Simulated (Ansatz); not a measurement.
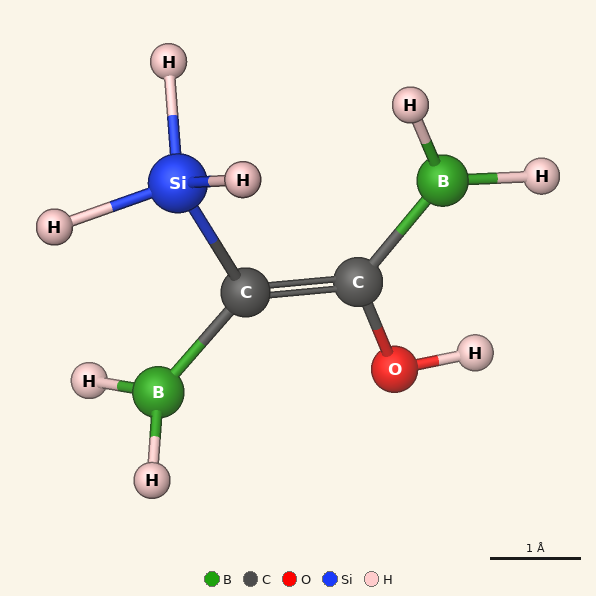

Double and triple bonds are drawn as two and three sticks.

Computed geometry: PBE0-D4/def2-TZVP optimisation. No frequency run is at hand to confirm it as a minimum.

Description:

The molecule is C2H8B2OSi. As SMILES it reads `B/C(O)=C(/B)[SiH3]`. It has no ring. Among its groups: alkene, Si–H bond, B–H bond. The point group is Cs. Coordination: 2 B trigonal planar; 2 C trigonal planar; 1 O bent; 1 Si tetrahedral.

The parts below concern this one geometry. Atoms keep their numbers from picture to picture.

### Shape

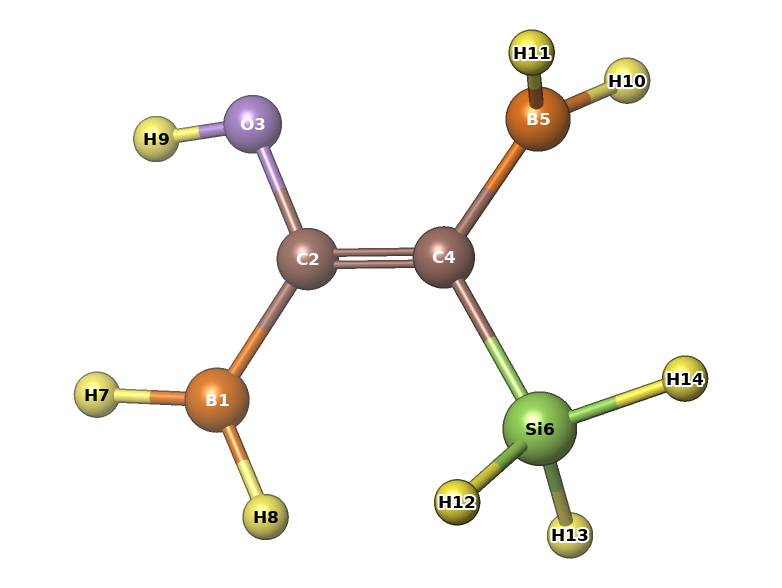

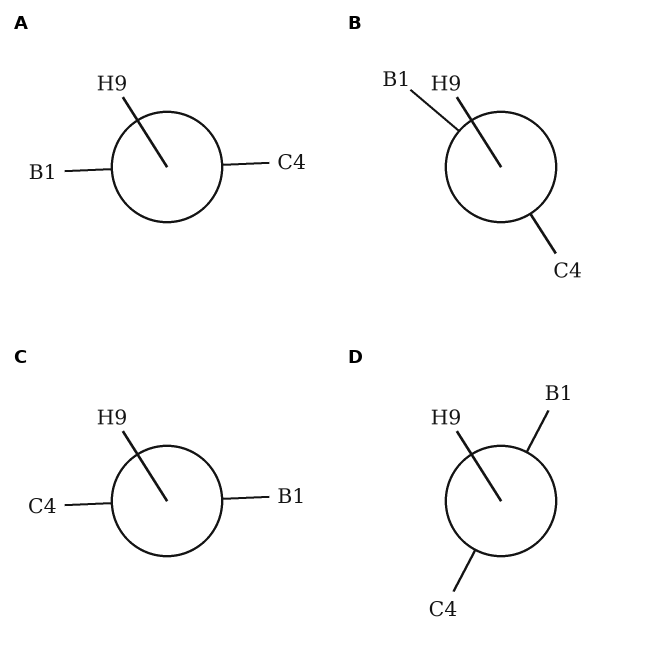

Atoms fade into the background with distance from the viewer. Bonds that would overlap in a projection are set slightly apart. No frequency run is at hand to confirm it as a minimum.

**Which Newman projection shows the view along O3–C2, with O3 in front?**

B. The torsion angle H9–O3–C2–C4 is 180°, antiperiplanar (anti).

### Levels of theory compared

No frequency run is at hand to confirm it as a minimum. Program: Ansatz 0.2.0.

Compare HOMO energy (eV), HOMO–LUMO gap (eV) at these levels: B3LYP-D4/def2-TZVPP; PBE-D4/def2-TZVPP; PBE0-D4/def2-TZVPP; r2SCAN-D4/def2-TZVPP; ωB97M-V/def2-TZVPP; ωB97X-V/def2-TZVPP.

| level | HOMO energy (eV) | HOMO–LUMO gap (eV) |
| --- | --- | --- |
| B3LYP-D4/def2-TZVPP | −6.80 | 4.14 |
| PBE-D4/def2-TZVPP | −5.94 | 2.59 |
| PBE0-D4/def2-TZVPP | −7.01 | 4.52 |
| r2SCAN-D4/def2-TZVPP | −6.11 | 2.96 |
| ωB97M-V/def2-TZVPP | −9.13 | 8.56 |
| ωB97X-V/def2-TZVPP | −9.19 | 8.79 |

### Charges

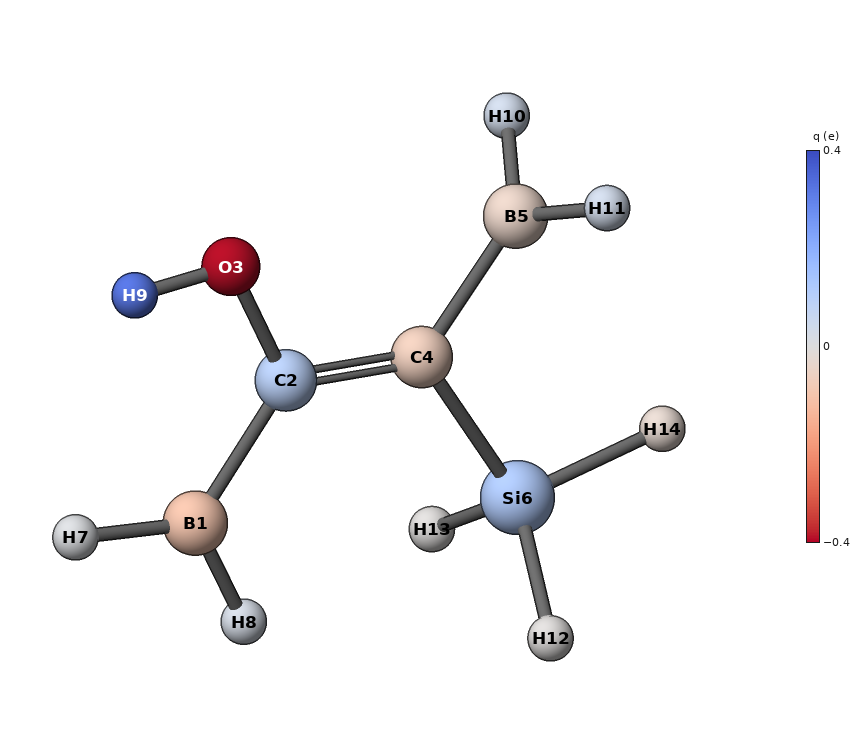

Atoms are coloured by their Mulliken charges. No frequency run is at hand to confirm it as a minimum. Method: RKS PBE0-D4/def2-TZVP (Ansatz 0.2.0).

**Which atom carries the highest charge (most positive or least negative)?**

H9 (0.32 e).

**And the lowest?**

O3 (−0.39 e).

List the Mulliken charges.

```tsv
atom	value (e)
B1	−0.10
C2	0.09
O3	−0.39
C4	−0.06
B5	−0.04
Si6	0.11
H7	0.01
H8	0.02
H9	0.32
H10	0.04
H11	0.04
H12	−0.01
H13	−0.01
H14	−0.03
```

### Dipole moment

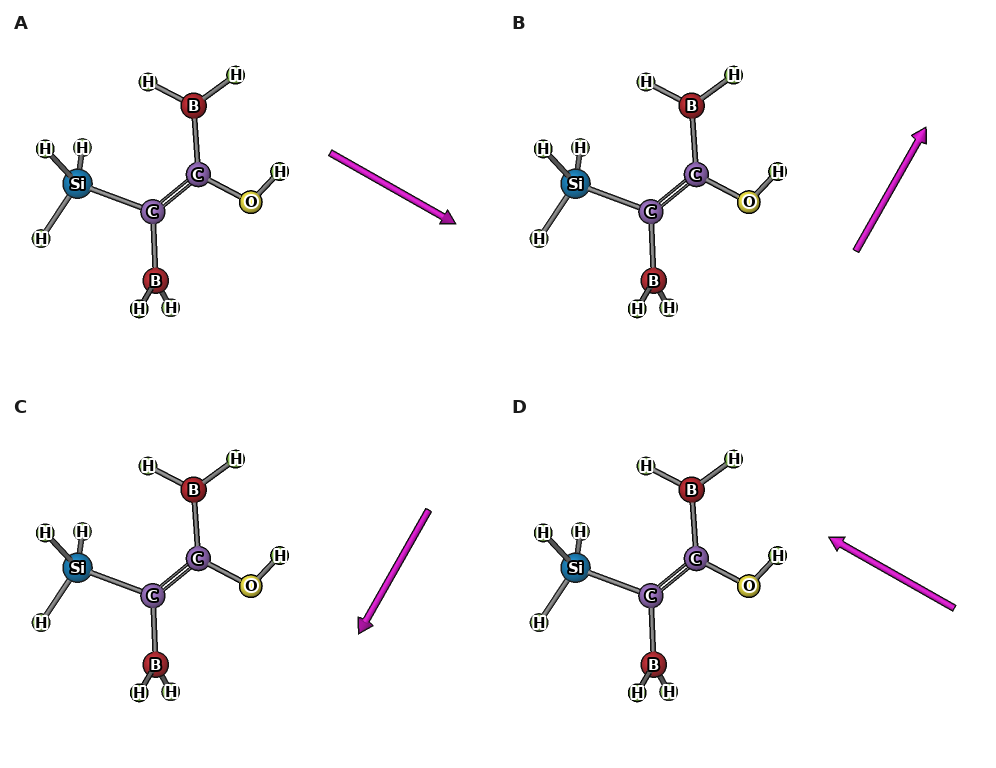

The same molecule four times, each with an arrow. No frequency run is at hand to confirm it as a minimum. Properties computed with RKS ωB97M-V/def2-TZVPP (Ansatz 0.2.0).

**Which arrow points along the dipole moment, from the negative to the positive end?**

B. The dipole moment is 1.17 D.

Mulliken values depend strongly on the basis set and can even reverse the polarity of a bond.
